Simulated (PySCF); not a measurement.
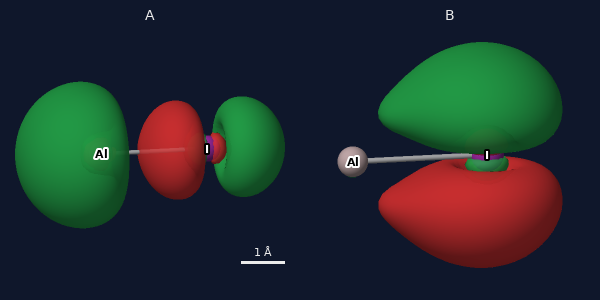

The picture shows: AlI. Two frontier orbitals, each drawn at the value that holds 80 % of its norm (green and red are the two phases), in no order; of a degenerate pair one member is drawn.

Core potentials replace the inner electrons of I.

Computed with PySCF 2.14.0, PBE0/def2-TZVPP, non-relativistic Hamiltonian with scalar-relativistic core potentials where named, at a bond length of 2.558 Å.

### Label each orbital by symmetry, say whether it is occupied, and order them by energy.

Orbital B: π, occupied, −7.72 eV; mainly on I (90 %).
Orbital A: σ, occupied, −6.76 eV; shared between the atoms (Al 65 %, I 35 %).
